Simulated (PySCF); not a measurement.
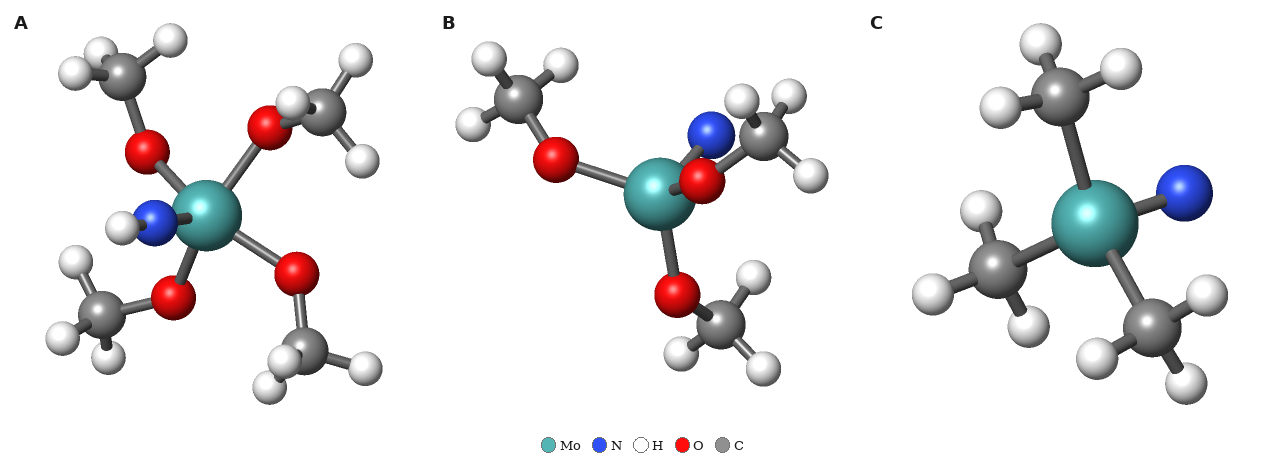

The picture comes from a calculation with PySCF.

Charge 0, singlet.

### Which panel belongs to which SMILES?
(1) [CH3][Mo]([CH3])([CH3])#[N]
(2) C[O][Mo](=[NH])([O]C)([O]C)[O]C
(3) C[O][Mo](#[N])([O]C)[O]C

A is (2), B is (3), C is (1).
